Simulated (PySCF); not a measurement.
Al2H8N2 ((H2Al-mu-NH2)2)

```csv
atom,x (Å),y (Å),z (Å)
Al,-0.3382,-0.9082,1.0497
H,-1.7509,-1.6435,0.9561
H,0.6945,-1.1311,2.2435
N,-0.5691,1.0158,0.6951
Al,0.3588,0.8927,-1.0393
H,1.7702,1.6314,-0.9510
H,-0.6797,1.1094,-2.2305
N,0.5912,-1.0305,-0.6833
H,-0.1206,1.6368,1.3698
H,-1.5417,1.3194,0.6319
H,0.1366,-1.6420,-1.3625
H,1.5645,-1.3329,-0.6285
```

Geometry: PBE0-D3(BJ)/def2-SVP.

Theory: PySCF, PBE0/pcSseg-1 Al:pcSseg-2, SCF density, gas phase, non-relativistic.

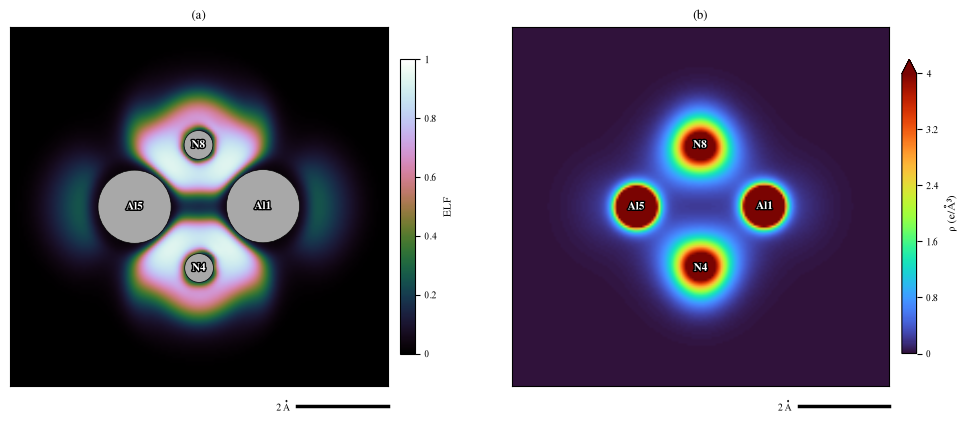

Figure 1. (a) electron localisation function; (b) electron density on the plane of atoms N4, Al5 and N8. Grey discs cover the atomic cores in the ELF map.

### Describe what can be read from this map.

Atoms in the plane: Al and N. Al–N (1.97 Å): the density is about 0.62 e/Å³ at the midpoint; the ELF peaks at about 0.95 in the valence shell of N, 0.7 Å from its nucleus, and is about 0.80 at the midpoint.

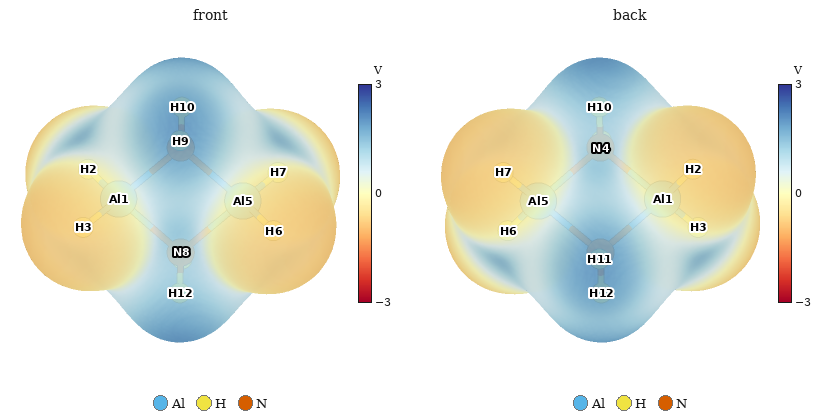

Figure 2. The molecular electrostatic potential painted on the density surface at 0.002 e/bohr³, seen from the front and from behind; red is negative and blue positive.

### Describe the electrostatic potential map.

The most negative region (about −0.8 V) lies over H2, H3, H6 and H7, the most positive (about +2.0 V) over H9, H10, H11 and H12.

### What dipole moment does the calculation give?

Its dipole moment is 0.02 D.
